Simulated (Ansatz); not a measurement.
**Run report: CH6AlNO, geometry relaxation**

- system: CH6AlNO, SMILES OC[NH][AlH2]
- method: RKS PBE-D4/def2-SVP (Ansatz 0.2.0)

The geometry: force-field start. Figures and captions count atoms from 1; the log counts them from 0 in places.

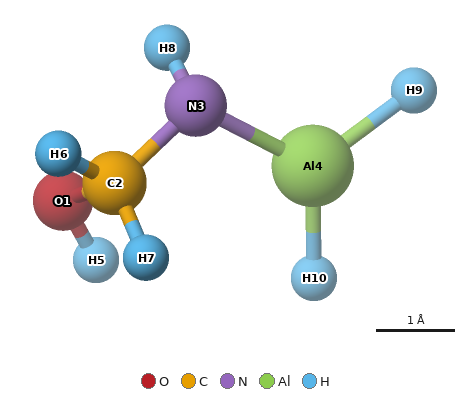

Fig. 1: The structure as given in the input (ball-and-stick view, seen at a tilt; atoms are numbered from 1 in the order of the input). Sticks mark near contacts.

The input
```yaml
crystal:
  periodic: [false, false, false]
  atoms:
    - {symbol: O, position_ang: [-0.052500, 0.210600, -1.712800]}
    - {symbol: C, position_ang: [0.618600, -0.555300, -0.832500]}
    - {symbol: N, position_ang: [-0.242400, -0.940200, 0.294600]}
    - {symbol: Al, position_ang: [-0.444000, 0.530000, 1.522500]}
    - {symbol: H, position_ang: [0.071500, 1.190700, -1.482300]}
    - {symbol: H, position_ang: [0.932600, -1.456500, -1.371100]}
    - {symbol: H, position_ang: [1.584400, -0.048300, -0.484600]}
    - {symbol: H, position_ang: [-1.098500, -1.249300, -0.056600]}
    - {symbol: H, position_ang: [-1.404400, 0.311200, 2.874500]}
    - {symbol: H, position_ang: [0.117800, 1.955800, 1.251300]}
basis:
  gaussian: {orbitals: def2-SVP}
hamiltonian: {xc: pbe, dispersion: d4}
relax: {f_tol: 0.03, max_steps: 200}
```

Command:
```bash
ansatz run in.yaml --threads 2 --pin off --events-out ev --progress --plain --max-ram 4352MiB
```

Log
```
Functional definition: PBE
  name "PBE"
  cite "Perdew, Burke & Ernzerhof, Phys. Rev. Lett. 77, 3865 (1996) doi:10.1103/PhysRevLett.77.3865"
  parent pbe
  parameter kappa = 0.804
  parameter beta = 0.06672455060314922
  exchange = pbe_x(kappa = kappa, mu = beta*pi^2/3)
  correlation = pbe_c(beta = beta)
1014 factors; their error is unknown
mean field evaluation 1: about -11242.4512 eV, gradient 7.0e1 eV
mean field evaluation 2: about -11171.3324 eV, gradient 1.6e2 eV
mean field evaluation 4: about -11252.6950 eV, gradient 1.6e1 eV
mean field evaluation 8: about -11253.2382 eV, gradient 7.4e-2 eV
mean field evaluation 16: about -11253.1857 eV, gradient 2.7e-5 eV
mean field -11253.18565379 eV, -413.5469450936 hartree, gradient 2.7e-5 eV, S^2 0.000000; 0 other end points of the search recorded, 0 dependent functions left out
the calculation of the forces begins
reference -11253.18569240 eV, -413.5469465126 hartree; 20, 20 occupied and 70, 70 virtual orbitals, 1014 factors
relax step   1: F+E_penalty+E_count = -11253.35098806 eV  Δ(F+E_penalty+E_count) = +0.000e0 eV  max|allowed force component| = 3.311e0 eV/Å  Δτ_max = 0.0000 Å  (26 SCF iters, accepted)
these checks for a lower state are left out or cut short: starts, cluster_reference, orbital_swaps, neighbouring_geometries, increment
1014 factors; their error is unknown
mean field -11253.72546375 eV, -413.5667827438 hartree, gradient 1.7e-5 eV, S^2 0.000000; 0 other end points of the search recorded, 0 dependent functions left out
the calculation of the forces begins
reference -11253.72550228 eV, -413.5667841598 hartree; 20, 20 occupied and 70, 70 virtual orbitals, 1014 factors
relax step   2: F+E_penalty+E_count = -11253.88902421 eV  Δ(F+E_penalty+E_count) = -5.380e-1 eV  max|allowed force component| = 1.244e0 eV/Å  Δτ_max = 0.1585 Å  (29 SCF iters, accepted)
these checks for a lower state are left out or cut short: starts, cluster_reference, orbital_swaps, neighbouring_geometries, increment
1014 factors; their error is unknown
mean field -11253.83792535 eV, -413.5709156312 hartree, gradient 1.7e-5 eV, S^2 0.000000; 0 other end points of the search recorded, 0 dependent functions left out
the calculation of the forces begins
reference -11253.83796390 eV, -413.5709170480 hartree; 20, 20 occupied and 70, 70 virtual orbitals, 1014 factors
relax step   3: F+E_penalty+E_count = -11254.00017473 eV  Δ(F+E_penalty+E_count) = -1.112e-1 eV  max|allowed force component| = 1.609e0 eV/Å  Δτ_max = 0.1915 Å  (28 SCF iters, accepted)
these checks for a lower state are left out or cut short: starts, cluster_reference, orbital_swaps, neighbouring_geometries, increment
1014 factors; their error is unknown
mean field evaluation 32: about -11253.5944 eV, gradient 1.1e1 eV
mean field -11253.94668086 eV, -413.5749123227 hartree, gradient 2.0e-5 eV, S^2 0.000000; 0 other end points of the search recorded, 0 dependent functions left out
the calculation of the forces begins
reference -11253.94671942 eV, -413.5749137398 hartree; 20, 20 occupied and 70, 70 virtual orbitals, 1014 factors
relax step   4: F+E_penalty+E_count = -11254.10835605 eV  Δ(F+E_penalty+E_count) = -1.082e-1 eV  max|allowed force component| = 4.488e-1 eV/Å  Δτ_max = 0.1999 Å  (36 SCF iters, accepted)
these checks for a lower state are left out or cut short: starts, cluster_reference, orbital_swaps, neighbouring_geometries, increment
1014 factors; their error is unknown
mean field -11253.99054461 eV, -413.5765242855 hartree, gradient 2.4e-5 eV, S^2 0.000000; 0 other end points of the search recorded, 0 dependent functions left out
the calculation of the forces begins
reference -11253.99058311 eV, -413.5765257004 hartree; 20, 20 occupied and 70, 70 virtual orbitals, 1014 factors
relax step   5: F+E_penalty+E_count = -11254.15095963 eV  Δ(F+E_penalty+E_count) = -4.260e-2 eV  max|allowed force component| = 3.836e-1 eV/Å  Δτ_max = 0.2000 Å  (27 SCF iters, accepted)
these checks for a lower state are left out or cut short: starts, cluster_reference, orbital_swaps, neighbouring_geometries, increment
1014 factors; their error is unknown
mean field -11254.00712602 eV, -413.5771336411 hartree, gradient 1.0e-5 eV, S^2 0.000000; 0 other end points of the search recorded, 0 dependent functions left out
the calculation of the forces begins
reference -11254.00716479 eV, -413.5771350661 hartree; 20, 20 occupied and 70, 70 virtual orbitals, 1014 factors
relax step   6: F+E_penalty+E_count = -11254.16645732 eV  Δ(F+E_penalty+E_count) = -1.550e-2 eV  max|allowed force component| = 2.785e-1 eV/Å  Δτ_max = 0.2000 Å  (27 SCF iters, accepted)
these checks for a lower state are left out or cut short: starts, cluster_reference, orbital_swaps, neighbouring_geometries, increment
1014 factors; their error is unknown
mean field -11254.00783579 eV, -413.5771597249 hartree, gradient 7.5e-6 eV, S^2 0.000000; 0 other end points of the search recorded, 0 dependent functions left out
the calculation of the forces begins
reference -11254.00787506 eV, -413.5771611678 hartree; 20, 20 occupied and 70, 70 virtual orbitals, 1014 factors
relax step   7: F+E_penalty+E_count = -11254.16658299 eV  Δ(F+E_penalty+E_count) = -1.257e-4 eV  max|allowed force component| = 1.872e-1 eV/Å  Δτ_max = 0.1689 Å  (27 SCF iters, accepted)
these checks for a lower state are left out or cut short: starts, cluster_reference, orbital_swaps, neighbouring_geometries, increment
1014 factors; their error is unknown
mean field evaluation 64: about -11254.0149 eV, gradient 9.7e-5 eV
mean field -11254.01487809 eV, -413.5774185246 hartree, gradient 1.9e-5 eV, S^2 0.000000; 0 other end points of the search recorded, 0 dependent functions left out
the calculation of the forces begins
reference -11254.01491726 eV, -413.5774199641 hartree; 20, 20 occupied and 70, 70 virtual orbitals, 1014 factors
relax step   8: F+E_penalty+E_count = -11254.17365578 eV  Δ(F+E_penalty+E_count) = -7.073e-3 eV  max|allowed force component| = 3.512e-2 eV/Å  Δτ_max = 0.0589 Å  (29 SCF iters, accepted)
these checks for a lower state are left out or cut short: starts, cluster_reference, orbital_swaps, neighbouring_geometries, increment
1014 factors; their error is unknown
mean field -11254.01519959 eV, -413.5774303394 hartree, gradient 1.9e-5 eV, S^2 0.000000; 0 other end points of the search recorded, 0 dependent functions left out
the calculation of the forces begins
reference -11254.01523858 eV, -413.5774317724 hartree; 20, 20 occupied and 70, 70 virtual orbitals, 1014 factors
relax step   9: F+E_penalty+E_count = -11254.17418220 eV  Δ(F+E_penalty+E_count) = -5.264e-4 eV  max|allowed force component| = 5.928e-2 eV/Å  Δτ_max = 0.0534 Å  (29 SCF iters, accepted)
these checks for a lower state are left out or cut short: starts, cluster_reference, orbital_swaps, neighbouring_geometries, increment
1014 factors; their error is unknown
mean field -11254.01613688 eV, -413.5774647841 hartree, gradient 1.9e-5 eV, S^2 0.000000; 0 other end points of the search recorded, 0 dependent functions left out
the calculation of the forces begins
reference -11254.01617591 eV, -413.5774662184 hartree; 20, 20 occupied and 70, 70 virtual orbitals, 1014 factors
relax step  10: F+E_penalty+E_count = -11254.17514386 eV  Δ(F+E_penalty+E_count) = -9.617e-4 eV  max|allowed force component| = 1.319e-2 eV/Å  Δτ_max = 0.0157 Å  (29 SCF iters, accepted)
1014 factors; their error is unknown
mean field evaluation 96: about -11254.0161 eV, gradient 2.6e-3 eV
```

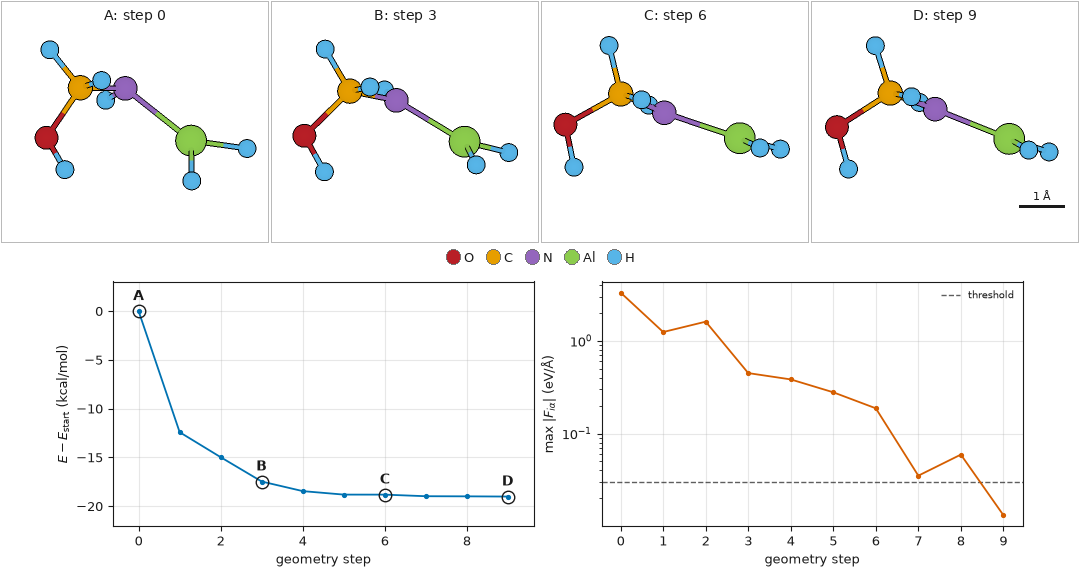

Fig. 2: Frames of the relaxation (ball-and-stick view, seen at a tilt) above the curves, on which the letters mark them (the first geometry is step 0 here and step 1 in the log).

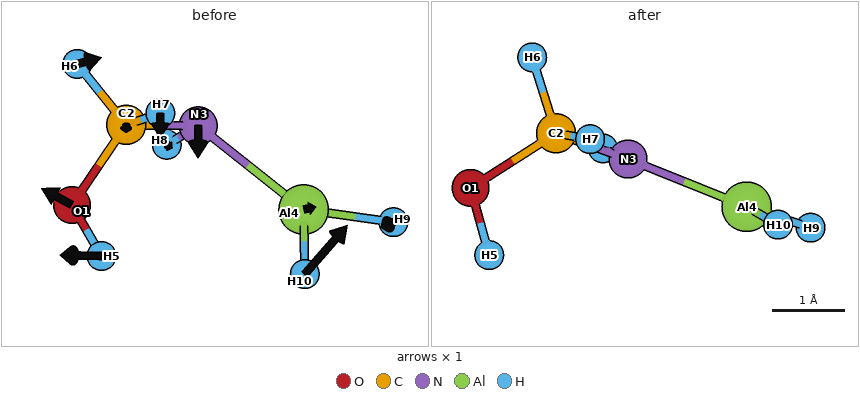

Fig. 3: Before (left) and after (right) the relaxation, at one scale (ball-and-stick view, seen at a tilt). The black arrows give the displacements, at true length. After 9 geometry steps the energy has fallen by 19.0 kcal/mol. The largest force component goes from 3.3 to 0.013 eV/Å. H10 moves most after the best rigid fit: 0.94 Å. By element the largest moves are H 0.94 Å, O 0.50 Å, N 0.49 Å, Al 0.19 Å, C 0.14 Å. Among the contacts that change: N3–Al4 1.926 → 1.798 Å, Al4–H9 1.673 → 1.595 Å, O1–C2 1.346 → 1.413 Å, N3–H8 0.976 → 1.028 Å. Among the angles that change: C2–N3–Al4 110.5° → 128.7°, H9–Al4–H10 117.9° → 126.1°, Al4–N3–H8 112.3° → 120.3°. (Atoms are counted from 1 in the order of the input.)

```
mean field -11254.01613688 eV, -413.5774647841 hartree, gradient 2.3e-5 eV, S^2 0.000000; 1 other end points of the search recorded, 0 dependent functions left out
the calculation of the forces begins
reference -11254.01617591 eV, -413.5774662184 hartree; 20, 20 occupied and 70, 70 virtual orbitals, 1014 factors
Total energy: -11254.17518289 eV, -413.5833096172 hartree
Atom 0 at     0.067424    -0.044996    -2.112898 Å, force    -0.000665     0.006589    -0.013193 eV/Å
Atom 1 at     0.616623    -0.412010    -0.864182 Å, force    -0.002420    -0.002267    -0.002060 eV/Å
Atom 2 at    -0.356135    -0.467914     0.205689 Å, force     0.000363     0.002132    -0.003171 eV/Å
Atom 3 at    -0.426934     0.511528     1.711966 Å, force    -0.001668    -0.001275     0.005096 eV/Å
Atom 4 at    -0.338766     0.834677    -1.988303 Å, force     0.002122    -0.009065     0.005926 eV/Å
Atom 5 at     1.079181    -1.408866    -1.044126 Å, force    -0.000943     0.002449     0.002431 eV/Å
Atom 6 at     1.434515     0.279582    -0.540925 Å, force    -0.000095    -0.001163     0.000879 eV/Å
Atom 7 at    -1.085125    -1.163881     0.005276 Å, force     0.005054     0.003896     0.004942 eV/Å
Atom 8 at    -1.626511     0.214175     2.720883 Å, force    -0.002796    -0.000239     0.000318 eV/Å
Atom 9 at     0.718828     1.606405     1.909620 Å, force     0.001047    -0.001057    -0.001167 eV/Å
Dipole moment:    -0.072120     0.021976     0.064742 e Å
```

Trajectory as extended XYZ (Å, eV, eV/Å), 10 frames, from step=1 to step=10
```
10
Properties=species:S:1:pos:R:3:forces:R:3 step=1 energy=-11253.35099
O    -0.0525    0.2106   -1.7128   -0.7645   3.3111  -1.9913
C     0.6186   -0.5553   -0.8325    0.8802  -0.7741   1.7682
N    -0.2424   -0.9402    0.2946    2.8217   2.8938   2.2922
Al   -0.4440    0.5300    1.5225   -1.0706  -1.9928   0.0765
H     0.0715    1.1907   -1.4823   -0.2878  -1.6031  -0.3046
H     0.9326   -1.4565   -1.3711    0.2157  -0.6025  -0.2631
H     1.5844   -0.0483   -0.4846   -0.6331  -0.4692   0.1704
H    -1.0985   -1.2493   -0.0566   -2.2023  -1.2339  -0.8712
H    -1.4044    0.3112    2.8745    0.4980   0.0332  -0.6473
H     0.1178    1.9558    1.2513    0.5427   0.4375  -0.2297
10
Properties=species:S:1:pos:R:3:forces:R:3 step=2 energy=-11253.88902
O    -0.0289    0.2402   -1.8252   -0.2877   0.8785  -0.6673
C     0.5997   -0.5186   -0.8482    0.6762  -0.3414   1.1039
N    -0.2191   -0.8319    0.3325   -0.4493   1.2440   0.1014
Al   -0.5419    0.5317    1.5706    0.3632  -0.7096  -0.5562
H     0.0484    1.1981   -1.5986   -0.0441  -0.5957   0.0203
H     0.9298   -1.4673   -1.3269   -0.1518  -0.0397  -0.1031
H     1.5463   -0.0346   -0.4703   -0.2880  -0.0638  -0.1031
H    -1.0706   -1.3275    0.0219    0.2344  -0.2953   0.2091
H    -1.4421    0.2605    2.8620   -0.0544   0.0054  -0.0882
H     0.2615    1.8980    1.2852    0.0014  -0.0824   0.0832
10
Properties=species:S:1:pos:R:3:forces:R:3 step=3 energy=-11254.00017
O    -0.0235    0.2436   -1.9097   -0.0253  -0.3496  -0.0464
C     0.5889   -0.4890   -0.8667    0.1563  -0.3358   0.4429
N    -0.2193   -0.7173    0.3362   -1.6093  -0.9828  -0.8770
Al   -0.5360    0.5381    1.5956    0.4407   0.1828  -0.1387
H     0.0209    1.1863   -1.6814    0.0048   0.1760   0.1450
H     0.8840   -1.4769   -1.3041   -0.1413   0.2551   0.0219
H     1.5282   -0.0047   -0.5085    0.0191   0.1000  -0.1389
H    -0.9966   -1.4469    0.1396    1.4544   1.2037   0.4406
H    -1.5524    0.2489    2.7774   -0.1146  -0.0164   0.0493
H     0.3890    1.8666    1.4247   -0.1848  -0.2331   0.1013
10
Properties=species:S:1:pos:R:3:forces:R:3 step=4 energy=-11254.10836
O     0.0301    0.1740   -1.9835   -0.1496   0.2987   0.1347
C     0.5985   -0.4793   -0.8595   -0.0747  -0.2187  -0.4488
N    -0.2864   -0.6492    0.2662   -0.3211   0.0242   0.3110
Al   -0.4849    0.5384    1.6037    0.0635   0.0573   0.0776
H    -0.1073    1.1011   -1.6922   -0.0455  -0.1869  -0.2112
H     0.9096   -1.4669   -1.2516    0.1460  -0.1319   0.0174
H     1.5132    0.0707   -0.5430    0.0520  -0.0463   0.2630
H    -0.9818   -1.4131    0.1669    0.4096   0.3242  -0.1614
H    -1.5961    0.2574    2.7053   -0.0602  -0.0312   0.0456
H     0.4881    1.8155    1.5906   -0.0200  -0.0893  -0.0279
10
Properties=species:S:1:pos:R:3:forces:R:3 step=5 energy=-11254.15096
O     0.0230    0.0884   -2.0411    0.1006  -0.1120   0.0534
C     0.6036   -0.4654   -0.8670    0.0407   0.3836  -0.0870
N    -0.3074   -0.5741    0.2471   -0.1232  -0.1806  -0.0502
Al   -0.4592    0.5285    1.6541    0.0109   0.0878   0.1265
H    -0.2145    1.0160   -1.8380    0.0406  -0.1623   0.0471
H     0.9938   -1.4617   -1.1702   -0.0610   0.0140  -0.0378
H     1.4736    0.1407   -0.5146    0.0618   0.0083  -0.0814
H    -1.0010   -1.3130    0.0815   -0.0631   0.0367   0.0600
H    -1.6158    0.2519    2.7172   -0.0099  -0.0302  -0.0110
H     0.5870    1.7374    1.7341    0.0028  -0.0451  -0.0195
10
Properties=species:S:1:pos:R:3:forces:R:3 step=6 energy=-11254.16646
O     0.0801    0.0034   -2.1018   -0.1214   0.0748   0.1954
C     0.6122   -0.4192   -0.8608    0.1883  -0.2349  -0.0170
N    -0.3417   -0.5205    0.2218   -0.1345   0.2786  -0.0445
Al   -0.4324    0.5113    1.6973   -0.0216  -0.0259  -0.0514
H    -0.3205    0.8810   -1.9407    0.0185  -0.0285  -0.0396
H     1.0487   -1.4192   -1.0766    0.0750  -0.0048  -0.0490
H     1.4494    0.2371   -0.5125   -0.0423   0.0240  -0.0180
H    -1.0789   -1.2036    0.0104    0.0224  -0.0417   0.0211
H    -1.6140    0.2276    2.7322    0.0110  -0.0125  -0.0057
H     0.6802    1.6508    1.8337    0.0046  -0.0291   0.0088
10
Properties=species:S:1:pos:R:3:forces:R:3 step=7 energy=-11254.16658
O     0.0769   -0.1043   -2.1372    0.1528  -0.0181   0.0056
C     0.6088   -0.3924   -0.8570   -0.1872   0.1217  -0.1143
N    -0.4036   -0.4038    0.1778    0.1369  -0.1542   0.0580
Al   -0.4209    0.4954    1.7291    0.0198   0.0780   0.0686
H    -0.3149    0.7890   -2.0822   -0.0043  -0.0383   0.0390
H     1.0973   -1.3881   -0.9677   -0.0323   0.0268  -0.0210
H     1.4013    0.3366   -0.5485   -0.0197  -0.0443  -0.0214
H    -1.1190   -1.1144   -0.0171   -0.0263   0.0135  -0.0303
H    -1.5884    0.1670    2.7611   -0.0463  -0.0006   0.0128
H     0.7455    1.5636    1.9447    0.0066   0.0154   0.0031
10
Properties=species:S:1:pos:R:3:forces:R:3 step=8 energy=-11254.17366
O     0.0827   -0.0681   -2.1271   -0.0327  -0.0059  -0.0180
C     0.6105   -0.4029   -0.8609    0.0216  -0.0012  -0.0177
N    -0.3762   -0.4417    0.1961    0.0269   0.0077  -0.0188
Al   -0.4187    0.5123    1.7200   -0.0322  -0.0351   0.0046
H    -0.3383    0.8080   -2.0317    0.0045   0.0022   0.0213
H     1.0815   -1.4005   -1.0107    0.0119  -0.0065  -0.0075
H     1.4187    0.3006   -0.5410    0.0217   0.0064   0.0095
H    -1.1032   -1.1392   -0.0061   -0.0070   0.0139   0.0227
H    -1.6084    0.1836    2.7301   -0.0080   0.0238   0.0151
H     0.7346    1.5966    1.9343   -0.0066  -0.0051  -0.0113
10
Properties=species:S:1:pos:R:3:forces:R:3 step=9 energy=-11254.17418
O     0.0687   -0.0415   -2.1120   -0.0047  -0.0352  -0.0185
C     0.6164   -0.4116   -0.8638    0.0046  -0.0096  -0.0044
N    -0.3559   -0.4718    0.2068    0.0100   0.0058  -0.0072
Al   -0.4201    0.4991    1.7188   -0.0502   0.0593  -0.0225
H    -0.3372    0.8371   -1.9870   -0.0165   0.0350   0.0150
H     1.0786   -1.4075   -1.0470    0.0097  -0.0115   0.0023
H     1.4344    0.2793   -0.5408    0.0031   0.0025   0.0190
H    -1.0847   -1.1670    0.0046    0.0013  -0.0059   0.0026
H    -1.6309    0.2241    2.7226    0.0228  -0.0239  -0.0014
H     0.7139    1.6085    1.9009    0.0200  -0.0165   0.0150
10
Properties=species:S:1:pos:R:3:forces:R:3 step=10 energy=-11254.17514
O     0.0674   -0.0450   -2.1129   -0.0007   0.0066  -0.0132
C     0.6166   -0.4120   -0.8642   -0.0024  -0.0023  -0.0021
N    -0.3561   -0.4679    0.2057    0.0004   0.0021  -0.0032
Al   -0.4269    0.5115    1.7120   -0.0017  -0.0013   0.0051
H    -0.3388    0.8347   -1.9883    0.0021  -0.0091   0.0059
H     1.0792   -1.4089   -1.0441   -0.0009   0.0024   0.0024
H     1.4345    0.2796   -0.5409   -0.0001  -0.0012   0.0009
H    -1.0851   -1.1639    0.0053    0.0051   0.0039   0.0049
H    -1.6265    0.2142    2.7209   -0.0028  -0.0002   0.0003
H     0.7188    1.6064    1.9096    0.0010  -0.0011  -0.0012
```

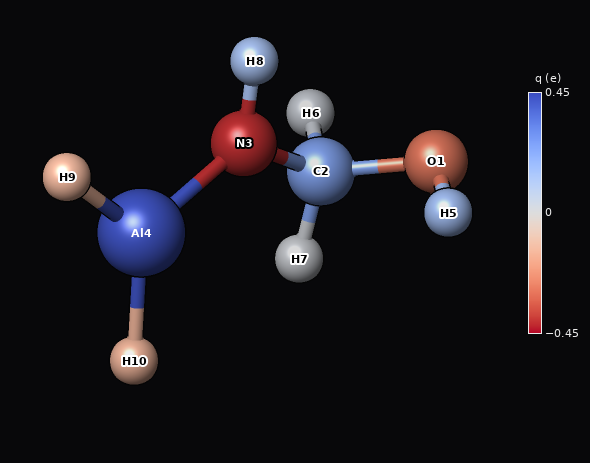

Fig. 4: Mulliken charges, as the colour of each atom (ball-and-stick view, seen at a tilt; atoms are numbered from 1 in the order of the input). By element: O −0.28, C +0.23, N −0.41, Al +0.43 and H −0.14 to +0.15 e.

Summary

| quantity | value |
| --- | --- |
| outcome | converged |
| total energy | −11254.1752 eV |
| mean-field energy | −11254.0162 eV |
| dispersion energy | −0.1590 eV |
| SCF solution under orbital rotations | stable |
| largest force (length of the vector) at the end | 0.015 eV/Å |
| dipole moment | 0.48 D |
| hardware | 2 threads of AMD EPYC, 11 GiB of memory available, shared host |
| wall time | 15 s (CPU time 27 s) |
| peak memory | 0.16 GiB |
